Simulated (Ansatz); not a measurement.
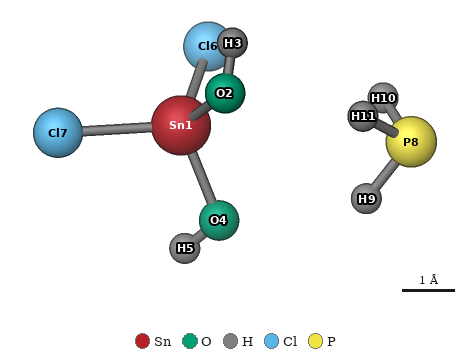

**Figure 1.** The structure as given in the input (ball-and-stick view, seen at a tilt; atoms are numbered from 1 in the order of the input). Sticks mark near contacts.

Run report: SnPH5Cl2O2, nudged elastic band (part 1 of 2)

SnPH5Cl2O2, computed with RKS BLYP/def2-SVP (Ansatz 0.2.0).

It belongs to a series of runs on one base structure; here: band between the two ends. Figures and captions count atoms from 1; the log counts them from 0 in places.

## Log
```
Engine: ansatz 0.2.0, x86_64-unknown-linux-gnu
Functional definition: BLYP
  parameter beta = 0.0042
  parameter a = 0.04918
  parameter b = 0.132
  parameter c = 0.2533
  parameter d = 0.349
  exchange = b88_x(beta = beta)
  correlation = lyp_c(a = a, b = b, c = c, d = d)
1464 factors; their error is unknown
mean field evaluation 1: about -44312.8337 eV, gradient 8.5e1 eV
mean field evaluation 2: about -44139.7972 eV, gradient 2.5e2 eV
mean field evaluation 4: about -44324.7646 eV, gradient 2.7e1 eV
mean field evaluation 8: about -44326.9113 eV, gradient 3.9e-1 eV
mean field evaluation 16: about -44326.8643 eV, gradient 1.7e-4 eV
mean field -44326.86431851 eV, -1628.9822178776 hartree, gradient 1.3e-5 eV, S^2 0.000000; 0 other end points of the search recorded, 0 dependent functions left out
the calculation of the forces begins
reference -44326.86472112 eV, -1628.9822326731 hartree; 46, 46 occupied and 87, 87 virtual orbitals, 1464 factors
1464 factors; their error is unknown
mean field evaluation 32: about -44327.6446 eV, gradient 9.4e-3 eV
mean field -44327.64456158 eV, -1629.0108912814 hartree, gradient 7.8e-5 eV, S^2 0.000000; 0 other end points of the search recorded, 0 dependent functions left out
[... from here on the field's lines of each further geometry are left out, up to the last ...]
NEB iter   1: max|band force component| = 3.316e2 eV/Å  barrier→ = 60.5869 eV  barrier← = 61.3672 eV  Δτ_max = 0.2000 Å  (253 SCF iters)
NEB iter   2: max|band force component| = 8.659e1 eV/Å  barrier→ = 20.1106 eV  barrier← = 20.8908 eV  Δτ_max = 0.2000 Å  (175 SCF iters)
NEB iter   3: max|band force component| = 5.388e1 eV/Å  barrier→ = 9.6400 eV  barrier← = 10.4203 eV  Δτ_max = 0.1992 Å  (169 SCF iters)
NEB iter   4: max|band force component| = 2.450e1 eV/Å  barrier→ = 2.8288 eV  barrier← = 3.6091 eV  Δτ_max = 0.2000 Å  (170 SCF iters)
NEB iter   5: max|band force component| = 1.069e1 eV/Å  barrier→ = 0.7599 eV  barrier← = 1.5401 eV  Δτ_max = 0.1993 Å  (166 SCF iters)
NEB iter   6: max|band force component| = 6.804e0 eV/Å  barrier→ = 0.6979 eV  barrier← = 1.4781 eV  Δτ_max = 0.1008 Å  (161 SCF iters)
NEB iter   7: max|band force component| = 4.851e0 eV/Å  barrier→ = 0.6201 eV  barrier← = 1.4004 eV  Δτ_max = 0.1015 Å  (155 SCF iters)
NEB iter   8: max|band force component| = 2.630e0 eV/Å  barrier→ = 0.5063 eV  barrier← = 1.2865 eV  Δτ_max = 0.1038 Å  (155 SCF iters)
NEB iter   9: max|band force component| = 1.408e0 eV/Å  barrier→ = 0.3849 eV  barrier← = 1.1651 eV  Δτ_max = 0.0999 Å  (151 SCF iters)
NEB iter  10: max|band force component| = 1.507e0 eV/Å  barrier→ = 0.3316 eV  barrier← = 1.1118 eV  Δτ_max = 0.0507 Å  (151 SCF iters)
NEB iter  11: max|band force component| = 4.968e-1 eV/Å  barrier→ = 0.3217 eV  barrier← = 1.1019 eV  CI = image 2  Δτ_max = 0.1012 Å  (146 SCF iters)
NEB iter  12: max|band force component| = 4.411e-1 eV/Å  barrier→ = 0.3945 eV  barrier← = 1.1748 eV  CI = image 2  Δτ_max = 0.1010 Å  (147 SCF iters)
NEB iter  13: max|band force component| = 7.164e-1 eV/Å  barrier→ = 0.5110 eV  barrier← = 1.2913 eV  CI = image 2  Δτ_max = 0.1005 Å  (151 SCF iters)
NEB iter  14: max|band force component| = 8.955e-1 eV/Å  barrier→ = 0.6212 eV  barrier← = 1.4015 eV  CI = image 2  Δτ_max = 0.1008 Å  (148 SCF iters)
NEB iter  15: max|band force component| = 1.084e0 eV/Å  barrier→ = 0.7358 eV  barrier← = 1.5160 eV  CI = image 2  Δτ_max = 0.2000 Å  (152 SCF iters)
NEB iter  16: max|band force component| = 1.031e0 eV/Å  barrier→ = 0.9680 eV  barrier← = 1.7482 eV  CI = image 2  Δτ_max = 0.1997 Å  (157 SCF iters)
NEB iter  17: max|band force component| = 6.853e-1 eV/Å  barrier→ = 1.1683 eV  barrier← = 1.9486 eV  CI = image 2  Δτ_max = 0.1994 Å  (162 SCF iters)
NEB iter  18: max|band force component| = 7.262e-1 eV/Å  barrier→ = 1.3029 eV  barrier← = 2.0831 eV  CI = image 2  Δτ_max = 0.1995 Å  (163 SCF iters)
NEB iter  19: max|band force component| = 2.632e0 eV/Å  barrier→ = 1.5026 eV  barrier← = 2.2829 eV  CI = image 2  Δτ_max = 0.1000 Å  (164 SCF iters)
NEB iter  20: max|band force component| = 1.278e0 eV/Å  barrier→ = 1.4388 eV  barrier← = 2.2190 eV  CI = image 2  Δτ_max = 0.1302 Å  (153 SCF iters)
NEB iter  21: max|band force component| = 3.779e-1 eV/Å  barrier→ = 1.3756 eV  barrier← = 2.1558 eV  CI = image 2  Δτ_max = 0.1954 Å  (152 SCF iters)
NEB iter  22: max|band force component| = 3.528e-1 eV/Å  barrier→ = 1.4203 eV  barrier← = 2.2006 eV  CI = image 2  Δτ_max = 0.0988 Å  (157 SCF iters)
NEB iter  23: max|band force component| = 2.425e-1 eV/Å  barrier→ = 1.3662 eV  barrier← = 2.1465 eV  CI = image 2  Δτ_max = 0.2000 Å  (151 SCF iters)
NEB iter  24: max|band force component| = 3.696e-1 eV/Å  barrier→ = 1.2710 eV  barrier← = 2.0513 eV  CI = image 2  Δτ_max = 0.0988 Å  (160 SCF iters)
NEB iter  25: max|band force component| = 2.632e-1 eV/Å  barrier→ = 1.1990 eV  barrier← = 1.9793 eV  CI = image 2  Δτ_max = 0.0494 Å  (152 SCF iters)
NEB iter  26: max|band force component| = 2.381e-1 eV/Å  barrier→ = 1.2052 eV  barrier← = 1.9854 eV  CI = image 2  Δτ_max = 0.0502 Å  (146 SCF iters)
NEB iter  27: max|band force component| = 2.205e-1 eV/Å  barrier→ = 1.2183 eV  barrier← = 1.9985 eV  CI = image 2  Δτ_max = 0.0495 Å  (147 SCF iters)
NEB iter  28: max|band force component| = 1.622e-1 eV/Å  barrier→ = 1.2333 eV  barrier← = 2.0136 eV  CI = image 2  Δτ_max = 0.0990 Å  (146 SCF iters)
NEB iter  29: max|band force component| = 1.777e-1 eV/Å  barrier→ = 1.2470 eV  barrier← = 2.0272 eV  CI = image 2  Δτ_max = 0.0495 Å  (153 SCF iters)
NEB iter  30: max|band force component| = 1.444e-1 eV/Å  barrier→ = 1.2427 eV  barrier← = 2.0230 eV  CI = image 2  Δτ_max = 0.0496 Å  (148 SCF iters)
NEB iter  31: max|band force component| = 1.239e-1 eV/Å  barrier→ = 1.2317 eV  barrier← = 2.0119 eV  CI = image 2  Δτ_max = 0.0494 Å  (147 SCF iters)
NEB iter  32: max|band force component| = 1.504e-1 eV/Å  barrier→ = 1.2360 eV  barrier← = 2.0163 eV  CI = image 2  Δτ_max = 0.0247 Å  (149 SCF iters)
NEB iter  33: max|band force component| = 1.178e-1 eV/Å  barrier→ = 1.2321 eV  barrier← = 2.0123 eV  CI = image 2  Δτ_max = 0.0247 Å  (152 SCF iters)
NEB iter  34: max|band force component| = 7.237e-2 eV/Å  barrier→ = 1.2282 eV  barrier← = 2.0085 eV  CI = image 2  Δτ_max = 0.0247 Å  (149 SCF iters)
NEB iter  35: max|band force component| = 6.969e-2 eV/Å  barrier→ = 1.2244 eV  barrier← = 2.0046 eV  CI = image 2  Δτ_max = 0.0247 Å  (150 SCF iters)
NEB iter  36: max|band force component| = 7.225e-2 eV/Å  barrier→ = 1.2205 eV  barrier← = 2.0007 eV  CI = image 2  Δτ_max = 0.0247 Å  (147 SCF iters)
NEB iter  37: max|band force component| = 7.099e-2 eV/Å  barrier→ = 1.2163 eV  barrier← = 1.9965 eV  CI = image 2  Δτ_max = 0.0247 Å  (149 SCF iters)
NEB iter  38: max|band force component| = 7.011e-2 eV/Å  barrier→ = 1.2118 eV  barrier← = 1.9920 eV  CI = image 2  Δτ_max = 0.0247 Å  (145 SCF iters)
NEB iter  39: max|band force component| = 7.514e-2 eV/Å  barrier→ = 1.2068 eV  barrier← = 1.9871 eV  CI = image 2  Δτ_max = 0.0124 Å  (145 SCF iters)
NEB iter  40: max|band force component| = 7.715e-2 eV/Å  barrier→ = 1.2041 eV  barrier← = 1.9844 eV  CI = image 2  Δτ_max = 0.0124 Å  (139 SCF iters)
NEB iter  41: max|band force component| = 8.170e-2 eV/Å  barrier→ = 1.2013 eV  barrier← = 1.9815 eV  CI = image 2  Δτ_max = 0.0247 Å  (147 SCF iters)
NEB iter  42: max|band force component| = 8.893e-2 eV/Å  barrier→ = 1.1947 eV  barrier← = 1.9750 eV  CI = image 2  Δτ_max = 0.0494 Å  (145 SCF iters)
NEB iter  43: max|band force component| = 1.209e-1 eV/Å  barrier→ = 1.1810 eV  barrier← = 1.9612 eV  CI = image 2  Δτ_max = 0.0247 Å  (147 SCF iters)
NEB iter  44: max|band force component| = 1.147e-1 eV/Å  barrier→ = 1.1739 eV  barrier← = 1.9542 eV  CI = image 2  Δτ_max = 0.0494 Å  (149 SCF iters)
NEB iter  45: max|band force component| = 2.042e-1 eV/Å  barrier→ = 1.1590 eV  barrier← = 1.9393 eV  CI = image 2  Δτ_max = 0.0249 Å  (148 SCF iters)
NEB iter  46: max|band force component| = 1.285e-1 eV/Å  barrier→ = 1.1530 eV  barrier← = 1.9332 eV  CI = image 2  Δτ_max = 0.0495 Å  (149 SCF iters)
NEB iter  47: max|band force component| = 1.509e-1 eV/Å  barrier→ = 1.1376 eV  barrier← = 1.9178 eV  CI = image 2  Δτ_max = 0.0495 Å  (147 SCF iters)
NEB iter  48: max|band force component| = 1.711e-1 eV/Å  barrier→ = 1.1221 eV  barrier← = 1.9024 eV  CI = image 2  Δτ_max = 0.0989 Å  (149 SCF iters)
NEB iter  49: max|band force component| = 2.053e-1 eV/Å  barrier→ = 1.0922 eV  barrier← = 1.8724 eV  CI = image 2  Δτ_max = 0.1977 Å  (144 SCF iters)
NEB iter  50: max|band force component| = 2.401e-1 eV/Å  barrier→ = 1.0395 eV  barrier← = 1.8198 eV  CI = image 2  Δτ_max = 0.2000 Å  (142 SCF iters)
NEB iter  51: max|band force component| = 2.105e-1 eV/Å  barrier→ = 1.0057 eV  barrier← = 1.7860 eV  CI = image 2  Δτ_max = 0.1487 Å  (149 SCF iters)
NEB iter  52: max|band force component| = 1.520e-1 eV/Å  barrier→ = 0.9770 eV  barrier← = 1.7572 eV  CI = image 2  Δτ_max = 0.2000 Å  (148 SCF iters)
NEB iter  53: max|band force component| = 1.686e-1 eV/Å  barrier→ = 0.9700 eV  barrier← = 1.7502 eV  CI = image 2  Δτ_max = 0.1007 Å  (150 SCF iters)
NEB iter  54: max|band force component| = 1.260e-1 eV/Å  barrier→ = 0.9591 eV  barrier← = 1.7394 eV  CI = image 2  Δτ_max = 0.0998 Å  (149 SCF iters)
NEB iter  55: max|band force component| = 8.822e-2 eV/Å  barrier→ = 0.9534 eV  barrier← = 1.7336 eV  CI = image 2  Δτ_max = 0.0791 Å  (148 SCF iters)
NEB iter  56: max|band force component| = 8.207e-2 eV/Å  barrier→ = 0.9511 eV  barrier← = 1.7313 eV  CI = image 2  Δτ_max = 0.0403 Å  (149 SCF iters)
NEB iter  57: max|band force component| = 5.002e-2 eV/Å  barrier→ = 0.9500 eV  barrier← = 1.7302 eV  CI = image 2  Δτ_max = 0.0401 Å  (145 SCF iters)
NEB iter  58: max|band force component| = 5.084e-2 eV/Å  barrier→ = 0.9494 eV  barrier← = 1.7297 eV  CI = image 2  Δτ_max = 0.0201 Å  (147 SCF iters)
NEB iter  59: max|band force component| = 3.801e-2 eV/Å  barrier→ = 0.9490 eV  barrier← = 1.7292 eV  CI = image 2  Δτ_max = 0.0201 Å  (150 SCF iters)
the calculation of the forces begins
reference -44327.39138297 eV, -1629.0015871391 hartree; 46, 46 occupied and 87, 87 virtual orbitals, 1464 factors
1464 factors; their error is unknown
mean field evaluation 2176: about -44325.8593 eV, gradient 6.6e0 eV
mean field -44325.91590306 eV, -1628.9473642526 hartree, gradient 2.0e-5 eV, S^2 0.000000; 1 other end points of the search recorded, 0 dependent functions left out
the calculation of the forces begins
reference -44325.91628714 eV, -1628.9473783673 hartree; 46, 46 occupied and 87, 87 virtual orbitals, 1464 factors
NEB iter  60: max|band force component| = 2.810e-2 eV/Å  barrier→ = 0.9484 eV  barrier← = 1.7287 eV  CI = image 2  Δτ_max = 0.0000 Å  (310 SCF iters)
```

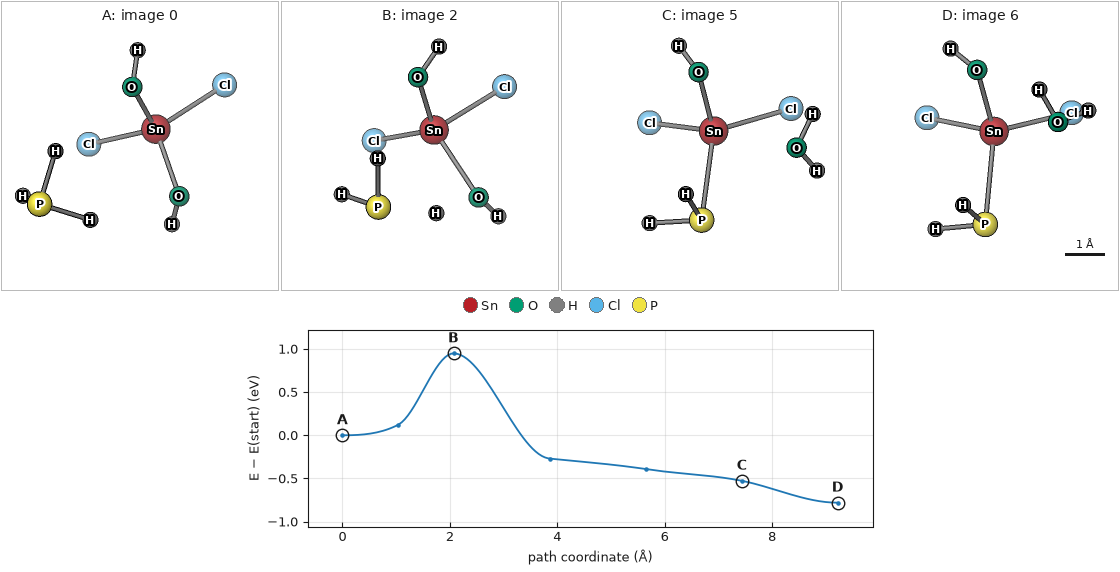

**Figure 2.** Images of the last band (counted from 0; ball-and-stick, seen at a tilt) above the energy along the path; the line is a cubic interpolation that uses the forces. The highest image is number 2, 0.948 eV above the start and 1.729 eV above the end (the climbing image); the end lies 0.780 eV below the start. The path is 9.22 Å long. The band converged in 60 iterations.

```
Total energy: -44325.91628714 eV, -1628.9473783673 hartree
Atom 0 at     0.212563     0.190005     0.020375 Å, force     0.014057     0.002003    -0.001078 eV/Å
Atom 1 at    -0.294051     0.204299     2.111977 Å, force    -0.011505     0.029044     0.004628 eV/Å
Atom 2 at    -1.212125     0.018315     2.419439 Å, force     0.004644    -0.027907    -0.000116 eV/Å
Atom 3 at     2.124354    -0.159038    -0.547666 Å, force    -0.005353    -0.000937     0.004703 eV/Å
Atom 4 at     2.136936    -1.057149    -0.949064 Å, force    -0.001190     0.000884     0.001012 eV/Å
Atom 5 at    -1.174783     1.569904    -1.380963 Å, force    -0.004772     0.008014    -0.003250 eV/Å
Atom 6 at    -0.724428    -1.992236    -0.383039 Å, force    -0.002963    -0.006403     0.001039 eV/Å
Atom 7 at     1.359412     2.557808     1.585543 Å, force    -0.008215    -0.004038    -0.012016 eV/Å
Atom 8 at     2.471555     1.905994     0.959895 Å, force    -0.001242    -0.002456     0.004045 eV/Å
Atom 9 at     0.790554     3.131490     0.403272 Å, force     0.005947     0.001650     0.003964 eV/Å
Atom 10 at     0.302410     1.364706     2.123232 Å, force     0.010591     0.000147    -0.002930 eV/Å
Dipole moment:    -0.062577     0.040673     0.354818 e Å
this run last wrote the band of iteration 60 to [file]
```
